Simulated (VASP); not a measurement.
Band structure of HfS2 (1T layered). Computed with AM05 GGA, VASP's PBE PAW potentials (set 64) (plane waves; VASP 6.6.1).

Without a dispersion term in the relaxation, distances and binding between the weakly bound layers, chains or molecules are unreliable, and so is what depends on them. Unless said otherwise, spin-orbit coupling is left out, though it shifts the bands of the heavy elements here.

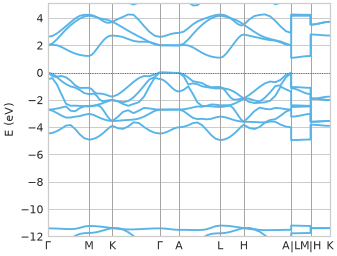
Figure. Bands along high-symmetry lines, zero at the valence-band maximum or, without a gap, the Fermi level

Task: Read the plot: is there a gap, and where are the band edges?

Result: The gap is indirect, 1.08 eV, from the valence maximum at Γ to the conduction minimum at L. (Edges off the drawn lines would not show.)

Measured: gap 1.80 eV (computed value off by -0.72 eV), as given by Miłosz Rybak et al., Nanomaterials (2022), arXiv:2210.12074.

The compound is HfS2 in the 1T layered structure. It was relaxed first, which changed the volume by +11 %.
